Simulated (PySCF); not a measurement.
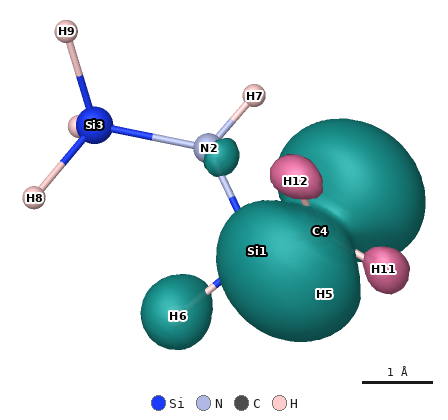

*CH₈NSi₂ (doublet). Isosurfaces of the spin density at +0.015 (teal) and −0.015 e/Å³ (pink), seen at an oblique angle.*

Geometry: PBE0-D3(BJ)/def2-SVP.

All numbers below come from PySCF, UKS B3LYP, IGLO-III on C N Si, pcH-1 on H, non-relativistic, mean-field spin-orbit, GIAO.

```xyz
12

Si    0.8660   -0.6349    0.3942
N    -0.5443   -0.1695   -0.5188
Si   -2.0786    0.4244    0.0479
C     2.3753    0.2492   -0.2090
H     1.1418   -2.1060    0.3181
H     0.5516   -0.2915    1.8176
H    -0.4782   -0.3162   -1.5234
H    -1.8912    0.9275    1.4402
H    -2.5547    1.5370   -0.8324
H    -3.1578   -0.6153    0.0646
H     3.3728   -0.2052   -0.2151
H     2.3412    1.2865   -0.5620
```

Question: Where is the unpaired spin?

Answer: The unpaired spin (1 electron) lies mostly on C4 (about 0.8) and Si1 (about 0.1), in electrons by Hirshfeld's partition.
